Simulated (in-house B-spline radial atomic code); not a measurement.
Run report: Gd³⁺, RPA and GW calculation

System: Gd³⁺, configuration [Xe] 4f7, inside a hard wall of radius 3 bohr.
Method: RPA, second-order and SOSEX correlation energies and G0W0 (contour deformation) on a scalar-relativistic (spin-free one-electron X2C) mean field, all electrons, B-spline basis (in-house B-spline radial atomic code).

**Input**
```
Z = 64
electrons = 61.0
configuration = [Xe] 4f7
hamiltonian = x2c
method = hf
lmax = 9
wall_radius = 3
rms_radius = 5.1569
spin_polarised = True
box_radius = 3
intervals = 62
```

Hardware: 1 CPU thread, shared host.

The run was one of a batch that the task file lists, launched with:
```bash
python <driver script> task.json out
```

The program writes its results to a structured record and prints no log; tables and figures of this report are taken from that record.

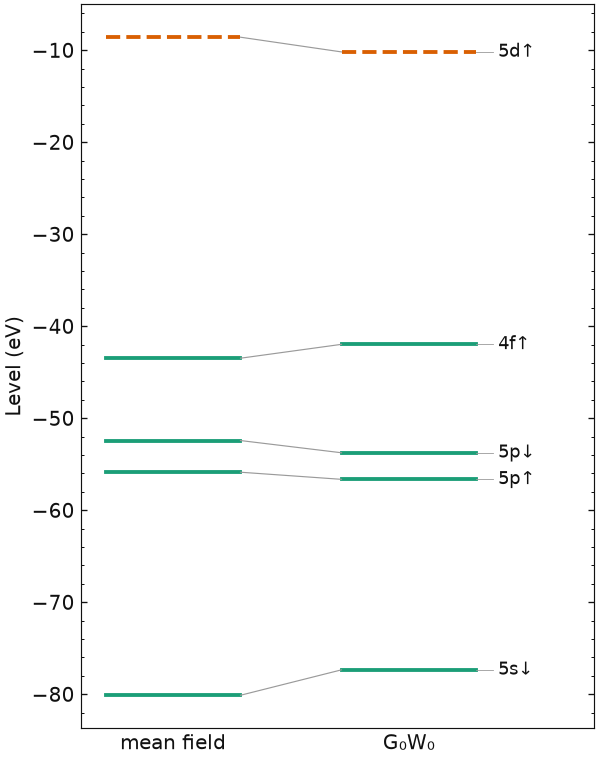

*Mean-field and G₀W₀ levels (solid occupied, dashed empty) for Gd³⁺ ([Xe] 4f⁷). All-electron spherical atom, scalar X2C, Hartree-Fock start, no spin-orbit coupling, Breit or QED terms; computed with a B-spline radial code, inside a hard wall of radius 3 bohr. The quasi-particle equation is solved at full frequency; levels of low quasi-particle weight Z are left out. Σ columns are in eV, and Σc holds an estimate for the angular momenta beyond the basis.*

G₀W₀ moves the highest occupied level, 4f↑, from −43.48 to −41.97 eV (renormalisation factor Z = 0.96). The empty level 5d↑ goes from −8.59 to −10.19 eV.

```
Level  Mean field (eV)  Σc (eV)     Z  G₀W₀ (eV)
  5d↑            −8.59    −1.60  0.98     −10.19
  4f↑           −43.48     1.51  0.96     −41.97
  5p↓           −52.43    −1.33  0.97     −53.76
  5p↑           −55.87    −0.77  0.97     −56.64
  5s↓           −80.11     2.76  0.89     −77.35
```

**Key numbers**

```tsv
quantity	value
outcome	converged
mean-field total energy	−11265.12312 hartree
total energy with exact exchange alone	−11265.12312 hartree
exact exchange energy	−248.50199 hartree
RPA correlation, extrapolated in the angular momentum of the empty orbitals	−4.87419 hartree
RPA correlation, as summed	−4.76659 hartree
direct second-order term	−5.47778 hartree
second-order exchange term	1.46789 hartree
SOSEX term	1.38283 hartree
wall time	7.7 s
```

**Notes**

Caveats: spin-orbit coupling, Breit and QED terms are absent.
